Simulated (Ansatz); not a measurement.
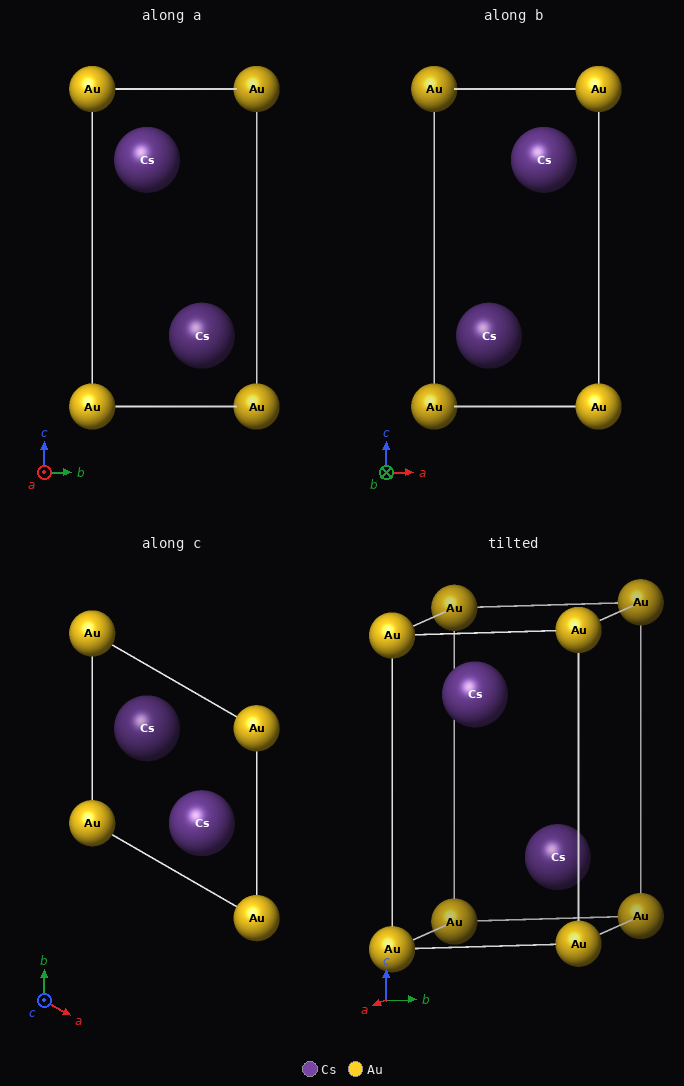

View along the a axis, along the b axis, along the c axis and slightly off an axis, drawn as a spheres-only model. The lines enclose the conventional unit cell; boundary atoms appear with their images.

Lattice parameters: a = 5.2868 Å, b = 5.2868 Å, c = 8.8440 Å, α = 90.000°, β = 90.000°, γ = 120.000°.

**Put the structure into a CIF in P1 with every atom of the cell, with free fractional coordinates to two decimals.**

```cif
data_structure
_symmetry_space_group_name_H-M 'P 1'
_symmetry_Int_Tables_number 1
_cell_length_a 5.2868
_cell_length_b 5.2868
_cell_length_c 8.8440
_cell_angle_alpha 90.000
_cell_angle_beta 90.000
_cell_angle_gamma 120.000
_cell_volume 214.07
loop_
_atom_site_label
_atom_site_type_symbol
_atom_site_fract_x
_atom_site_fract_y
_atom_site_fract_z
_atom_site_occupancy
Cs1 Cs 0.3333 0.6667 0.22 1
Cs2 Cs 0.6667 0.3333 0.78 1
Au1 Au 0.00 0.00 0.00 1
```

Provenance: a structure type filled with these elements by a generator (whether the compound takes this form wasn't checked). Earlier steps of the study may have refined or changed the cell and positions. It was set up as input for a calculation with Ansatz.
